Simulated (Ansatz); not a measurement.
**AlN2 (quartet): from a generated start to a stationary point**

Where does this start of AlN2 (quartet) end when it is relaxed?

Computed with Ansatz 0.2.0, Gaussian basis. Level: UKS PBE0/def2-TZVP.

### 1 Where the work starts

3 atoms, charge 0, spin multiplicity 4.

Atoms are counted from 1 here; the program's logs count them from 0.

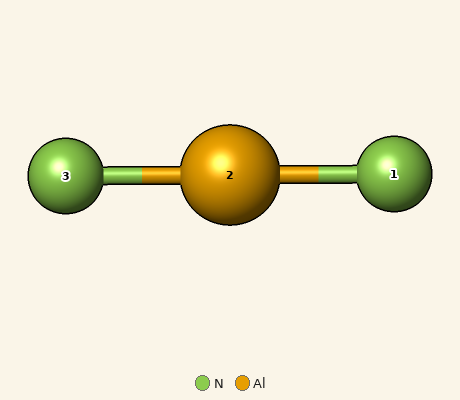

The starting geometry (nitrogen green, aluminium amber); atoms are numbered from 1 in the order of the file.

The start was built by rule and, where that kept it together, relaxed with GFN2-xTB. Sticks and bond lists go by distance. 

### 2 Relaxation

in.yaml

```yaml
crystal:
  periodic: [false, false, false]
  atoms:
    - {symbol: N, position_ang: [0.000000, 0.000000, -1.728187]}
    - {symbol: Al, position_ang: [0.000000, 0.000000, 0.000000]}
    - {symbol: N, position_ang: [0.000000, 0.000000, 1.728187]}
basis:
  gaussian: {orbitals: def2-TZVP}
magnetization: {spin_polarized: true, initial_magnetization: 3}
hamiltonian: {xc: pbe0}
relax: {f_tol: 0.004, max_steps: 80}
```

Started as:

```console
ansatz run in.yaml --threads 1 --pin off --events-out ev --progress --plain --max-ram 2176MiB
```

Q: Predict the outcome of this session. Wanted: energy gained; shift from the start; total energy; dipole moment; ⟨S²⟩.

As calculated:

| quantity | value |
| --- | --- |
| steps | 4 |
| energy gained | 0.112 eV |
| shift from the start (rms) | 0.055 Å |
| total energy | -9564.8713 eV |
| dipole moment | 0.00 D |
| ⟨S²⟩ | 3.868 |

The bonds of the start are those of the end. N1–Al2 went from 1.728 to 1.795 Å. The determinant is spin-contaminated (excess 0.12). No vibrations were run, so this is a stationary point, not a proven minimum, and this spin need not be the ground state's.
